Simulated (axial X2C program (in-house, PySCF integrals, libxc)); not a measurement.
# ClPdCl: the levels of the configuration d8 s0

Aim: the spin–orbit levels of ClPdCl that arise from the configuration d8 s0 of Pd, and how they move with the bond.

Method: two-component X2C, average-of-configuration Hartree–Fock and CI in the open shells; program: an in-house X2C program for linear molecules on PySCF integrals.

All values are calculated.

**1. The job**

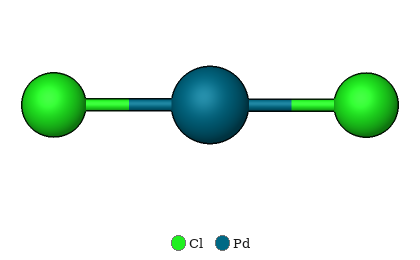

The atoms on one line, bonds 2.306 and 2.306 Å (chlorine green, palladium blue).

task.json reads:

```json
{"zs": [17, 46, 17], "q": 0, "bas": ["dyall-av3z", "dyall-v3z", "dyall-av3z"], "r0": 2.19, "metal": 1, "shells": [[2, [0, 1, 2], 8], [0, [0], 0]], "fix": 0, "emax": 3.2, "nroots": 4}
```

Keys: zs atomic numbers; q charge; bas basis sets; r0 starting distance in Å; metal index of the metal atom; shells open shells as [l, |m| values, electrons]; fix electron count of the first shell held; emax energy window in eV; nroots roots for each Ω.

Launch:

```sh
$ python soci.py task.json out
```

Two-component X2C with atomic mean-field Coulomb and Gaunt terms, basis Cl dyall-av3z, Pd dyall-v3z (cores contracted in-house). Orbitals come from Hartree–Fock averaged over the configuration Pd d8 s0; CI then distributes these electrons over the d, s shells of Pd.

**2. CI at Cl–Pd–Cl held linear, both bonds 2.306 Å**

**Question.** What will these runs give? Wanted: lowest level of the model; next level; lowest curve, Re and ωe.

The runs gave:

| quantity | value |
| --- | --- |
| lowest level of the model | Ω = 2, g∥ = 5.46, 100% d8 |
| next level | Ω = 1, 223 cm⁻¹ higher |
| lowest curve, Re and ωe | 2.302 Å, 326.7 cm⁻¹ |

**Reading.** In the lowest level ⟨Sz⟩ = 0.73 and ⟨Lz⟩ = 1.27; its leading determinant has weight 0.61 among 60. From 2.306 to 2.145 Å the gap from the lowest to the fifth level goes from 2394 to 2100 cm⁻¹. Without dynamic correlation distances can be off by several hundredths of an Å, and the wavenumbers are rough. Dynamic correlation is missing, so gaps between terms are too wide and other configurations may lie lower; the lowest level listed is that of this model, not necessarily the ground state. For d shells the ligand-field splittings (σ, π, δ) and their order can be off by a thousand cm⁻¹ or more. At most 4 roots were kept for each Ω > 0 (twice that for Ω = 0) within 3.2 eV of the lowest, so higher up levels can be missing between those listed; levels with Ω > 0 are doubly degenerate and listed once, Ω = 0 levels singly. Some active spinors are only partly of the character that their shell is named for, so the shell names and counts are nominal. States that fill the shells left empty in the average are placed too high. The molecule was held linear; bending was not examined.
